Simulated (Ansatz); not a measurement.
# One shape, several levels: BSiH2Cl (SMILES B[Si]Cl)

Aim: a comparison of 6 runs (U-wB97X/STO-3G, UCAM-B3LYP/STO-3G, USVWN5/STO-3G, UBCCD(T)/STO-3G, UCCSDT/STO-3G, UCCSD/STO-3G) of BSiH2Cl. 

The calculation is run with Ansatz 0.2.0.

72 further runs of the same task are left out: 4 that didn't finish, 68 set aside as unsound or not needed.

### 1 Starting point

BSiH2Cl: 5 atoms, total charge 0, spin state triplet. As SMILES, `B[Si]Cl`. The Si2–B1 distance was set to 4.714 Å, away from the relaxed value. At this shape a bond of the SMILES string is far longer than usual.

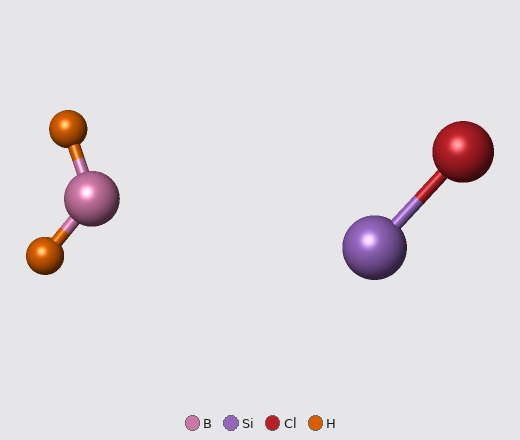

Viewed from a chosen angle; boron pink, silicon purple, chlorine red, hydrogen orange.

### 2 A single-point energy at U-wB97X/STO-3G (run 1)

Contents of job.yaml:

```yaml
crystal:
  periodic: [false, false, false]
  atoms:
    - {symbol: B, position_ang: [-2.187135, 2.542816, -1.292610]}
    - {symbol: Si, position_ang: [0.334580, -1.081930, 0.357550]}
    - {symbol: Cl, position_ang: [2.311390, -0.930270, 0.961480]}
    - {symbol: H, position_ang: [-1.697515, 3.606066, -1.377530]}
    - {symbol: H, position_ang: [-3.300425, 2.387886, -1.619190]}
basis:
  gaussian:
    orbitals: STO-3G
magnetization:
  spin_polarized: true
  initial_magnetization: 2
hamiltonian:
  xc: {name: wB97X}
accuracy: high
```

Started as:

```
ansatz run job.yaml --threads 1 --pin off --max-ram 2610MiB --events-out events.jsonl --progress --plain --runs-dir runs
```

Output:

```text
Warning: RAYON_NUM_THREADS=1 ignored (pool sized by the plan → 1); use --threads N
Functional definition: wB97X
  name "wB97X"
  parameter omega = 0.3/bohr
  parameter cx = 0.157706
  parameter cx1 = 0.726479
  parameter cx2 = 1.04760
  parameter cx3 = -5.70635
  parameter cx4 = 13.2794
  parameter css1 = -4.33879
  parameter css2 = 18.2308
  parameter css3 = -31.7430
  parameter css4 = 17.2901
  parameter cos1 = 2.37031
  parameter cos2 = -11.3995
  parameter cos3 = 6.58405
  parameter cos4 = -3.78132
  exchange = spin_sum(e_x_unif_sr(omega)*poly(b97_u_x, 1 - cx, cx1, cx2, cx3, cx4)) + cx*exact_x_sr(omega)
      + exact_x_lr(omega)
  correlation = spin_sum(e_c_pw_same_spin*poly(b97_u_same, 1, css1, css2, css3, css4))
      + integral(e_c_pw_opposite_spin*poly(b97_u_opposite, 1, cos1, cos2, cos3, cos4))
401 factors; integrals over basis functions are off by at most 2.4e-8 eV
175 factors; integrals over basis functions are off by at most 1.3e-9 eV
mean field evaluation 1: about -20865.7099 eV, gradient 9.3e0 eV
mean field evaluation 2: about -20866.8680 eV, gradient 2.7e0 eV
mean field evaluation 4: about -20866.9682 eV, gradient 1.4e-1 eV
mean field evaluation 8: about -20866.9439 eV, gradient 2.0e-3 eV
mean field evaluation 16: about -20866.9439 eV, gradient 4.9e-4 eV
mean field evaluation 32: about -20866.9420 eV, gradient 2.4e-2 eV
mean field -20866.94395015 eV, -766.8460460453 hartree, gradient 2.9e-8 eV, S^2 2.001898; 2 other end points of the search recorded, 0 dependent functions left out
reference -20866.94394824 eV, -766.8460459754 hartree; 20, 18 occupied and 5, 7 virtual orbitals, 401 factors
Total energy: -20866.94394824 eV, -766.8460459754 hartree
```

It took 41 s on 1 thread of Arm Neoverse V1, shared host; peak memory 0.45 GiB.

### 3 The energy at UCAM-B3LYP/STO-3G (run 2)

Contents of in.yaml:

```yaml
crystal:
  periodic: [false, false, false]
  atoms:
    - {symbol: B, position_ang: [-2.187135, 2.542816, -1.292610]}
    - {symbol: Si, position_ang: [0.334580, -1.081930, 0.357550]}
    - {symbol: Cl, position_ang: [2.311390, -0.930270, 0.961480]}
    - {symbol: H, position_ang: [-1.697515, 3.606066, -1.377530]}
    - {symbol: H, position_ang: [-3.300425, 2.387886, -1.619190]}
basis:
  gaussian:
    orbitals: STO-3G
magnetization:
  spin_polarized: true
  initial_magnetization: 2
hamiltonian:
  xc: {name: CAM-B3LYP}
accuracy: high
```

Started as:

```
ansatz run in.yaml --threads 1 --pin off --max-ram 2610MiB --events-out events.jsonl --progress --plain --runs-dir runs
```

Output, cut to the lines that bear on the results:

```text
Warning: RAYON_NUM_THREADS=1 ignored (pool sized by the plan → 1); use --threads N
Functional definition: CAM-B3LYP
  name "CAM-B3LYP"
[...]
401 factors; integrals over basis functions are off by at most 2.4e-8 eV
190 factors; integrals over basis functions are off by at most 1.2e-9 eV
[...]
mean field -20865.71028739 eV, -766.8007097752 hartree, gradient 2.7e-8 eV, S^2 2.001275; 2 other end points of the search recorded, 0 dependent functions left out
reference -20865.71030519 eV, -766.8007104293 hartree; 20, 18 occupied and 5, 7 virtual orbitals, 401 factors
Total energy: -20865.71030519 eV, -766.8007104293 hartree
```

It took 7.2 s on 1 thread of Arm Neoverse V1, shared host; peak memory 0.15 GiB.

Runs 3 to 5 aren't shown in full; the table further down has their settings and results.

### 4 A single-point energy at UCCSD/STO-3G (run 6)

Edit in.yaml of step 3 so:

```diff
@@ -1 +1,4 @@
+basis:
+  gaussian:
+    orbitals: STO-3G
 crystal:
@@ -8,5 +11,2 @@
     - {symbol: H, position_ang: [-3.300425, 2.387886, -1.619190]}
-basis:
-  gaussian:
-    orbitals: STO-3G
 magnetization:
@@ -14,4 +14,7 @@
   initial_magnetization: 2
-hamiltonian:
-  xc: {name: CAM-B3LYP}
+correlation:
+  method: ccsd
+  frozen_orbitals: {B: 1, Cl: 5, H: 0, Si: 5}
 accuracy: high
+scf:
+  omitted_lower_state_checks: [cluster_reference, increment]
```

Started as:

```
ansatz run in.yaml --threads 1 --pin off --max-ram 2610MiB --events-out events.jsonl --progress --plain --runs-dir runs
```

Output, cut to the lines that bear on the results:

```text
Warning: RAYON_NUM_THREADS=1 ignored (pool sized by the plan → 1); use --threads N
Functional definition: HF
  name "HF"
[...]
401 factors; integrals over basis functions are off by at most 2.4e-8 eV
[...]
mean field -20832.32127449 eV, -765.5736861828 hartree, gradient 1.7e-8 eV, S^2 2.004070; 4 other end points of the search recorded, 0 dependent functions left out
11 core orbitals not correlated: weight in the atoms' cores, before any rotation towards them, 1.000 or more for the frozen orbitals, at most 0.000 for the correlated occupied ones
reference -20832.32127449 eV, -765.5736861828 hartree; 9, 7 occupied and 5, 7 virtual orbitals, 401 factors
second order -1.22254011 eV of doubles, -0.00000000 eV of singles
cycle   1  -1.57676171 eV  change   -3.5e-1 eV  update   6.3e-2
[...]
cycle  42  -1.82495405 eV  change   2.8e-10 eV  update   1.8e-9
Total energy: -20834.14622854 eV, -765.6407520072 hartree
Checks for a lower state left out: cluster_reference, increment
```

Run time: 0.68 s. Hardware: 1 thread of Arm Neoverse V1, shared host.

### 5 All runs side by side

```tsv
run	level	frozen core orbitals	energy (Eh)	⟨S²⟩	wall time
1	U-wB97X/STO-3G	–	-766.846046	2.002	41 s
2	UCAM-B3LYP/STO-3G	–	-766.800710	2.001	7.2 s
3	USVWN5/STO-3G	–	-763.807540	2.002	2.9 s
4	UBCCD(T)/STO-3G	11	-765.641988	2.004	0.83 s
5	UCCSDT/STO-3G	11	-765.642287	2.004	3.9 s
6	UCCSD/STO-3G	11	-765.640752	2.004	0.68 s
```

### 6 What came out

| quantity | value |
| --- | --- |
| run 6: total energy | -765.64075 Eh |
| run 6: correlation energy (11 core orbitals frozen) | -67.1 mEh |
| run 6: ⟨S²⟩ of the reference determinant | 2.004 |
| run 6: T1 diagnostic | 0.009 |

Totals of different functionals can't be ranked against each other. In runs 1, 2, 3, 4, 5, 6 the basis is minimal, so the values are rough. All runs together took 56 s, the longest 41 s.
